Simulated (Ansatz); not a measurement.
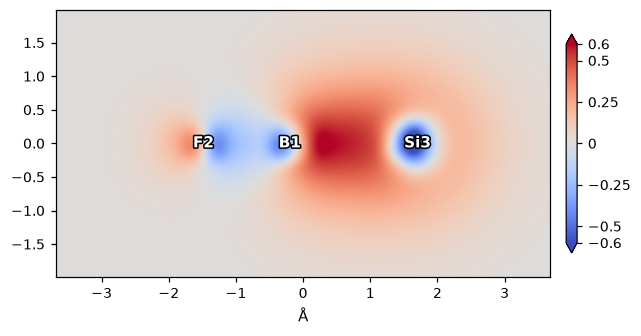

*BFSi (SMILES FB=[Si]) (triplet). The HOMO−1 (β) on a plane that holds the molecular axis (values in Å⁻³ᐟ²; the overall sign is arbitrary).*

Geometry: PBE0-D3(BJ)/def2-SVP.

All numbers below come from Ansatz, isolated molecule in a Gaussian basis; Kohn-Sham density functional theory, functional PBE0.

```xyz
3

B     0.0000    0.0000   -0.2068
F     0.0000    0.0000   -1.4905
Si    0.0000    0.0000    1.6973
```

> Describe this orbital and give its energy.

It lies mainly on Si3 (about 60 %) and B1 (about 35 %); it is of σ type. Its energy is −13.23 eV.
